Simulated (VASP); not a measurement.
Band structure of AlN (space group P6_3mc). Level of theory: PBEsol GGA, VASP's PBE PAW potentials (set 64) (plane waves; VASP).

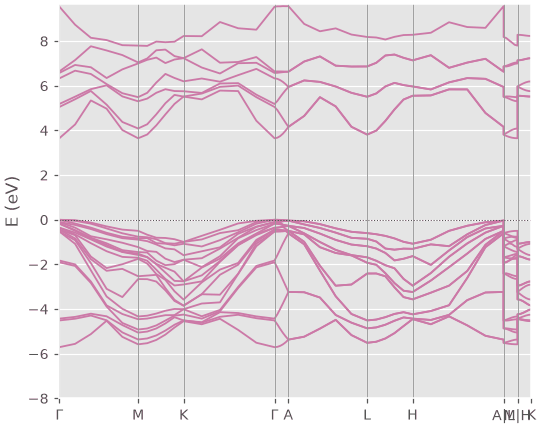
Bands along high-symmetry lines, zero at the valence-band maximum or, without a gap, the Fermi level

Read the plot: is there a gap, and where are the band edges?

The gap is direct, 3.65 eV, from the valence maximum at Γ to the conduction minimum at Γ.

The structure was generated: AlN was put into an ordered model structure, which need not be its known phase. The cell was not relaxed at this level.
